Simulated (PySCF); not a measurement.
Vertical excitations of a molecule C3H4BrCl from PySCF 2.14.0 with TDA-PBE/def2-SVPD, as energy in eV (oscillator strength): 4.69 (0.000), 5.64 (0.001), 5.74 (0.000), 5.89 (0.031), 5.98 (0.223), 6.25 (0.001), 6.38 (0.012), 6.61 (0.049), 6.66 (0.000), 6.67 (0.085). Lowest triplet (TDA): 3.88 eV. Geometry: TPSSh-D3(BJ)/def2-SVP. One conformer was computed; it need not be the lowest.

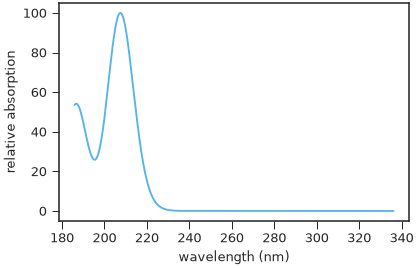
Figure: The lines broadened by 0.4 eV.

Task: Pick the molecule that these values belong to.
(A) C/C=C(\Cl)Br
(B) ClC1(Br)CC1
(C) C/C(Br)=C\Cl
(D) C/C(Cl)=C\Br

Result: A, C/C=C(\Cl)Br
